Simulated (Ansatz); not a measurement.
System: CdAgBr3.

Input

```
crystal:
  lattice:
    - [4.1732463886, 2.4094249258, 3.7139385444]
    - [-4.1732463886, 2.4094249258, 3.7139385444]
    - [0.0, -4.8188498517, 3.7139385444]
  atoms:
    - { symbol: Cd, position: [0.282999606, 0.282999606, 0.282999606] }
    - { symbol: Ag, position: [0.0088593784, 0.0088593784, 0.0088593784] }
    - { symbol: Br, position: [0.0486073161, 0.5593369434, 0.0486073161] }
    - { symbol: Br, position: [0.5593369434, 0.0486073161, 0.0486073161] }
    - { symbol: Br, position: [0.0486073161, 0.0486073161, 0.5593369434] }
basis:
  ecutwfc: 420
kpoints:
  mp_grid: { grid: [6, 6, 6] }
  band_path:
    path:
      - [[0.0, 0.0, 0.0], [0.5, 0.5, 0.5], [0.55274726, 0.44725274, 0.5]]
      - [[0.5, -0.44725274, 0.44725274], [0.5, 0.0, 0.0], [0.0, 0.0, 0.0], [0.47362637, -0.47362637, 0.0]]
      - [[0.52637363, 0.0, 0.47362637], [0.5, 0.0, 0.5], [0.0, 0.0, 0.0]]
    npoints: 14
hamiltonian:
  xc: pbe
scf:
  occupations: { method: gaussian, width: 0.02 }
  n_extra_bands: 12
output:
  forces: true
  stress: true
  eigenvalues: true
  populations: true
  dos: { projected: true, de: 0.02, nscf_kmesh: { grid: [9, 9, 9] } }
  bader: true
  write_density: true
  write_potential: true
  elf: true
  volumetric_format: npy
```

Command:

```sh
ansatz run input.yaml --threads 1 --pin off --max-ram 2560MiB --backend cpu --events-out ev --progress --plain --runs-dir out
```

Below, planes, directions and counts refer to the conventional cell (a = 8.35 Å, b = 8.35 Å, c = 11.14 Å, α = 90.00°, β = 90.00°, γ = 120.00°).

Space group R3m; a structure generated by program, which may or may not match a known phase.

Method: Ansatz, DFT PBE, scalar-relativistic, plane waves, PAW.

> What will maps of the valence pseudo-density and electron localisation function show?

Cd–Br (2.56 Å): the density is about 0.42 e/Å³ at the midpoint; the ELF is about 0.35 at the midpoint.
Ag–Br (2.73 Å): ρ is about 0.29 e/Å³ halfway; the ELF is about 0.20 at the midpoint.
Bader's partition of the density gives Cd +0.91, Ag +0.49 and Br −0.47 e.

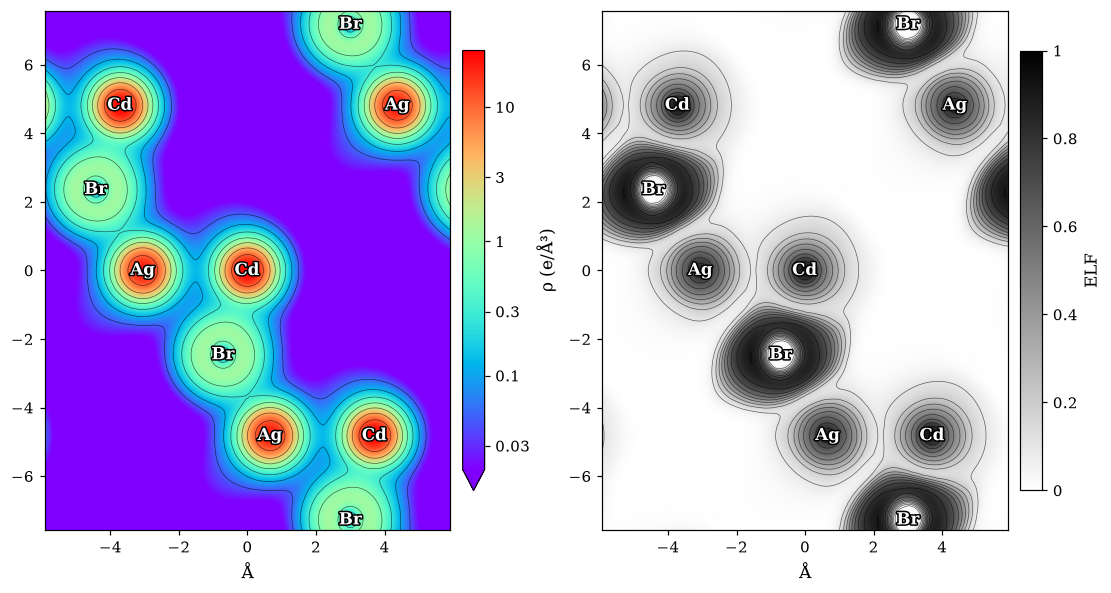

Computed valence pseudo-density and electron localisation function on the (110) plane of the conventional cell, in this order. 

In a PAW calculation such maps are meaningful between the atoms, not at the nuclei.
